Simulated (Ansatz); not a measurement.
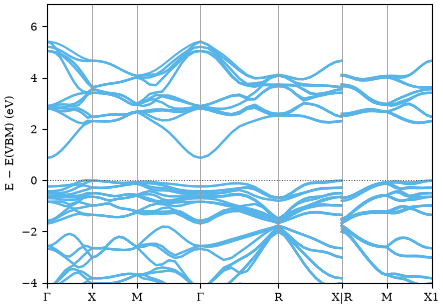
Figure. Band structure from the program Ansatz at the r²SCAN with spin–orbit coupling level (PAW)

**Question.** Read off the gap and where the band edges lie.

**Answer.** About 0.9 eV (0.87 eV by a search for the band edges); maximum on the Γ–X line, 90 % of the way from Γ, minimum at Γ.

The material is RuS2 in space group Pa-3 (No. 205; Ru on 4a, S on 8c).

The r²SCAN relaxation kept the symmetry of its start; phonons on a q-mesh show no instability. No spin polarisation was allowed.

Potentials: the later of the program's two PAW sets.
